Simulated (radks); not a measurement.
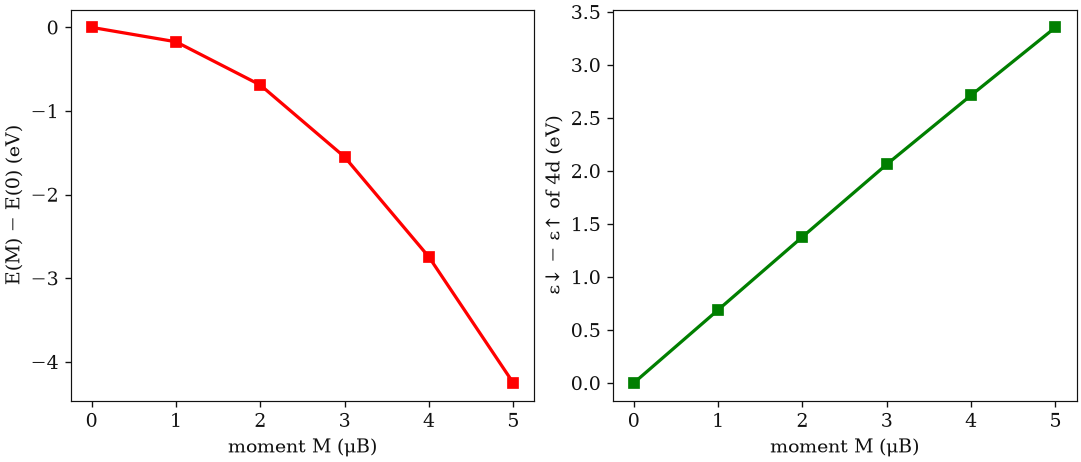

For Mo⁺ in [Kr] 4d5, the spin moment of the 4d shell is fixed at a series of values. Computed with the in-house radial solver radks: non-relativistic Kohn-Sham, TPSS, spin-polarised, spherical densities, point nucleus. The plot shows the energy and the exchange splitting.

What is the spin-polarisation energy, and which exchange integral follows?

Answer. The energy falls with the moment, to −4.25 eV at M = 5 μB, the largest moment run, in line with Hund's first rule (at fractional spins the functional's fractional-spin error adds to the fall). A fit E = −I M²/4 gives an exchange integral I of about 0.68 eV, and the exchange splitting grows nearly in proportion to M, to 3.35 eV (0.67 eV per μB).
